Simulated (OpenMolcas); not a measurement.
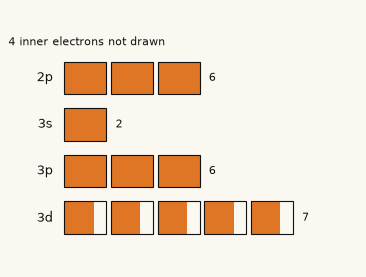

The outer shells of the leading configuration of the lowest level: a box for each of the 2l + 1 orbitals, shaded by the share of the shell that is filled, with the electron count at the right.

## Multiconfigurational calculation for Ni³⁺ complex (part 1 of 2)

System: Ni³⁺ with 6 ligands (Cl; octahedron, 2.343 Å), embedded in Cs2NaYCl6 by model potentials and point charges, whose field is part of the energies.
Method: state-averaged CASSCF, active space 7 electrons in the shell 3d, basis ANO-RCC-VDZP on the metal and ANO-RCC-VDZP on the ligands, DKH2 scalar Hamiltonian, spin-orbit coupling by RASSI with atomic mean-field integrals (OpenMolcas).

### Log (extracts)
```
--- SEWARD ---
Basis set label: NI.ANO-RCC...5S4P2D1F.

      Electronic valence basis set:
      ------------------
      Associated Effective Charge  28.000000 au
      Associated Actual Charge     28.000000 au
      Nuclear Model: Point charge

      Shell  nPrim  nBasis  Cartesian Spherical Contaminant
         s      21       5        X
         p      15       4        X
         d      10       2                 X
         f       6       1                 X
                  Relativistic Douglas-Kroll-Hess integrals:
                    - DKH order of Hamiltonian: 2
                    - DKH order of Properties : 0
                  Atomic mean-field integrals
--- RASSCF ---
Wave function specifications:
      -----------------------------

      Number of closed shell electrons         126
      Number of electrons in active shells       7
      Max number of holes in RAS1 space          0
      Max nr of electrons in RAS3 space          0
      Number of inactive orbitals               63
      Number of active orbitals                  5
      Number of secondary orbitals              98
      Spin quantum number                      1.5
      State symmetry                             1
Orbital specifications:
      -----------------------

      Symmetry species                           1   2
                                                ag  au
      Frozen orbitals                            0   0
      Inactive orbitals                         30  33
      Active orbitals                            5   0
      RAS1 orbitals                              0   0
      RAS2 orbitals                              5   0
      RAS3 orbitals                              0   0
      Secondary orbitals                        46  52
      Deleted orbitals                           0   0
      Number of basis functions                 81  85
      Number of CSFs                            10
      Number of root(s) required                10
      Iter CI   SX   CI       RASSCF       Energy    max ROT     max BLB   max BLB  Level Ln srch  Step   QN
          iter iter root      energy       change     param      element    value   shift minimum  type update
 Nr of preliminary CI iterations:   1
      Total energies have been shifted. Add                -4000.00 au
        1   1   10    0  -284.66624028    0.00E+00  -8.29E-02   35  41 1  5.57E-01*  1.97   0.00    SX    NO
        2   1   10    0  -285.25651754   -5.90E-01* -7.17E-02   11  34 2  1.93E-01*  1.52   0.00    SX    NO
        3   1   10    0  -285.41933179   -1.63E-01* -6.02E-02   11  34 2  1.17E-01*  1.40   0.00    SX    NO
        4   1   10    0  -285.47502121   -5.57E-02* -4.18E-02   11  34 2  6.71E-02*  1.31   0.00    SX    NO
        5   1   10    0  -285.49538144   -2.04E-02* -4.77E-02   33  36 2  3.87E-02*  1.26   2.44    LS   YES
        6   1   10    0  -285.50611527   -1.07E-02*  2.35E-02   32  38 1 -1.89E-02*  1.21   1.26    QN   YES
        7   1    9    0  -285.50938648   -3.27E-03*  1.77E-02    4  44 2 -1.17E-02*  1.20   1.81    LS   YES
        8   1    9    0  -285.51020068   -8.14E-04* -6.41E-03    6  46 2 -1.34E-02*  1.19   1.08    QN   YES
        9   1    9    0  -285.51097793   -7.77E-04* -6.99E-03    9  34 2  4.01E-03*  1.19   1.58    QN   YES
       10   1    8    0  -285.51126828   -2.90E-04* -6.47E-03    4  44 2  2.28E-03*  1.19   1.31    QN   YES
       11   1    8    0  -285.51135365   -8.54E-05* -4.78E-03    6  46 2  2.49E-03*  1.19   1.58    QN   YES
       12   1    8    0  -285.51139072   -3.71E-05* -1.86E-03    9  34 2 -9.15E-04*  1.19   1.32    QN   YES
       13   1    7    0  -285.51139935   -8.64E-06* -8.54E-04   33  71 2 -4.37E-04*  1.19   1.50    QN   YES
       14   1    7    0  -285.51140251   -3.16E-06* -3.25E-04    6  46 2 -2.65E-04*  1.19   1.38    QN   YES
       15   1    7    0  -285.51140332   -8.05E-07* -1.35E-04   27  36 2  1.21E-04*  1.19   1.38    QN   YES
       16   1    6    0  -285.51140352   -2.00E-07* -7.76E-05   27  36 2  7.65E-05   1.19   1.37    QN   YES
       17   1    5    0  -285.51140357   -5.25E-08* -4.46E-05    5  45 2  3.42E-05   1.19   1.45    QN   YES
       18   1    5    0  -285.51140359   -1.60E-08* -2.36E-05    6  36 2 -1.63E-05   1.19   1.32    QN   YES
       19   1    5    0  -285.51140359   -3.46E-09   1.09E-05   33  71 2 -6.35E-06   1.19   1.37    QN   YES
      Convergence after 19 iterations
       20   1    5    0  -285.51140359   -7.19E-10   1.09E-05   11  34 2 -3.63E-06   1.19   1.37    QN   YES
      Natural orbitals and occupation numbers for root  1
      sym 1:   1.104641   1.895359   1.000000   1.895359   1.104641
      Natural orbitals and occupation numbers for root  2
      sym 1:   1.104293   1.895707   1.104293   1.895707   1.000000
      Natural orbitals and occupation numbers for root  3
      sym 1:   1.895565   1.104435   1.000000   1.895565   1.104435
::    RASSCF root number  1 Total energy:  -4285.56235392
::    RASSCF root number  2 Total energy:  -4285.56235392
::    RASSCF root number  3 Total energy:  -4285.56235392
::    RASSCF root number  4 Total energy:  -4285.52827556
::    RASSCF root number  5 Total energy:  -4285.52827556
::    RASSCF root number  6 Total energy:  -4285.52827556
::    RASSCF root number  7 Total energy:  -4285.47826325
::    RASSCF root number  8 Total energy:  -4285.45462808
::    RASSCF root number  9 Total energy:  -4285.45462808
::    RASSCF root number 10 Total energy:  -4285.45462808
--- RASSCF ---
Wave function specifications:
      -----------------------------

      Number of closed shell electrons         126
      Number of electrons in active shells       7
      Max number of holes in RAS1 space          0
      Max nr of electrons in RAS3 space          0
      Number of inactive orbitals               63
      Number of active orbitals                  5
      Number of secondary orbitals              98
      Spin quantum number                      0.5
      State symmetry                             1
Orbital specifications:
      -----------------------

      Symmetry species                           1   2
                                                ag  au
      Frozen orbitals                            0   0
      Inactive orbitals                         30  33
      Active orbitals                            5   0
      RAS1 orbitals                              0   0
      RAS2 orbitals                              5   0
      RAS3 orbitals                              0   0
      Secondary orbitals                        46  52
      Deleted orbitals                           0   0
      Number of basis functions                 81  85
      Number of CSFs                            40
      Number of root(s) required                40
      Iter CI   SX   CI       RASSCF       Energy    max ROT     max BLB   max BLB  Level Ln srch  Step   QN
          iter iter root      energy       change     param      element    value   shift minimum  type update
 Nr of preliminary CI iterations:   1
      Total energies have been shifted. Add                -4000.00 au
        1   1    8    0  -285.39328576    0.00E+00   1.56E-02   34  40 1 -1.42E-02*  1.22   0.00    SX    NO
        2   1    8    0  -285.39499913   -1.71E-03* -1.32E-02   23  33 1  9.27E-03*  1.21   0.00    SX    NO
        3   1    9    0  -285.39597885   -9.80E-04*  9.68E-03   23  33 1  6.81E-03*  1.20   0.00    SX    NO
        4   1    8    0  -285.39658326   -6.04E-04*  7.88E-03   23  33 1  5.56E-03*  1.20   0.00    SX    NO
        5   1    8    0  -285.39696735   -3.84E-04*  1.13E-02   23  33 1  4.31E-03*  1.19   2.50    LS   YES
        6   1    8    0  -285.39736873   -4.01E-04*  1.58E-02   22  36 1 -3.19E-03*  1.19   2.50    LS   YES
        7   1    8    0  -285.39763624   -2.68E-04*  4.09E-03   19  46 2  3.58E-03*  1.18   1.27    QN   YES
        8   1    7    0  -285.39767696   -4.07E-05* -1.22E-03   22  36 1 -1.92E-03*  1.18   1.04    QN   YES
        9   1    7    0  -285.39768850   -1.15E-05*  8.01E-04   22  36 1 -1.19E-03*  1.18   1.62    QN   YES
       10   1    7    0  -285.39769386   -5.36E-06*  3.83E-04   22  36 1 -2.61E-04*  1.18   1.19    QN   YES
       11   1    7    0  -285.39769437   -5.09E-07*  1.99E-04   19  36 1 -1.11E-04*  1.18   1.49    QN   YES
       12   1    6    0  -285.39769455   -1.75E-07* -7.45E-05   25  35 2  5.43E-05   1.18   1.40    QN   YES
       13   1    5    0  -285.39769459   -4.77E-08* -5.76E-05   22  36 1  2.90E-05   1.18   1.39    QN   YES
       14   1    5    0  -285.39769461   -1.41E-08*  3.58E-05   22  36 1  2.18E-05   1.18   1.43    QN   YES
       15   1    5    0  -285.39769461   -5.31E-09  -3.03E-05   22  36 1  1.16E-05   1.18   1.49    QN   YES
      Convergence after 15 iterations
       16   1    5    0  -285.39769462   -1.92E-09  -3.03E-05   19  36 1  5.70E-06   1.18   1.49    QN   YES
      Natural orbitals and occupation numbers for root  1
      sym 1:   1.982277   1.950603   1.007733   1.958939   0.100448
      Natural orbitals and occupation numbers for root  2
      sym 1:   1.977276   1.945602   1.968940   0.100448   1.007733
      Natural orbitals and occupation numbers for root  3
      sym 1:   1.093345   1.899844   1.900686   1.708628   0.397496
::    RASSCF root number  1 Total energy:  -4285.49899167
::    RASSCF root number  2 Total energy:  -4285.49899167
::    RASSCF root number  3 Total energy:  -4285.48401127
::    RASSCF root number  4 Total energy:  -4285.48401127
::    RASSCF root number  5 Total energy:  -4285.48401127
::    RASSCF root number  6 Total energy:  -4285.47756560
::    RASSCF root number  7 Total energy:  -4285.47756560
::    RASSCF root number  8 Total energy:  -4285.47756560
::    RASSCF root number  9 Total energy:  -4285.45946118
::    RASSCF root number 10 Total energy:  -4285.45946118
::    RASSCF root number 11 Total energy:  -4285.45946118
::    RASSCF root number 12 Total energy:  -4285.44391368
::    RASSCF root number 13 Total energy:  -4285.44391368
::    RASSCF root number 14 Total energy:  -4285.44391368
::    RASSCF root number 15 Total energy:  -4285.44110237
::    RASSCF root number 16 Total energy:  -4285.42465577
::    RASSCF root number 17 Total energy:  -4285.42465577
::    RASSCF root number 18 Total energy:  -4285.42465577
::    RASSCF root number 19 Total energy:  -4285.41197934
::    RASSCF root number 20 Total energy:  -4285.41197934
::    RASSCF root number 21 Total energy:  -4285.39594183
::    RASSCF root number 22 Total energy:  -4285.39594183
::    RASSCF root number 23 Total energy:  -4285.39594182
::    RASSCF root number 24 Total energy:  -4285.39251645
::    RASSCF root number 25 Total energy:  -4285.39251645
::    RASSCF root number 26 Total energy:  -4285.39251645
::    RASSCF root number 27 Total energy:  -4285.37564569
::    RASSCF root number 28 Total energy:  -4285.37564569
::    RASSCF root number 29 Total energy:  -4285.36708651
::    RASSCF root number 30 Total energy:  -4285.36708651
```

(Continued in part 2.) Outcome of the run: converged.
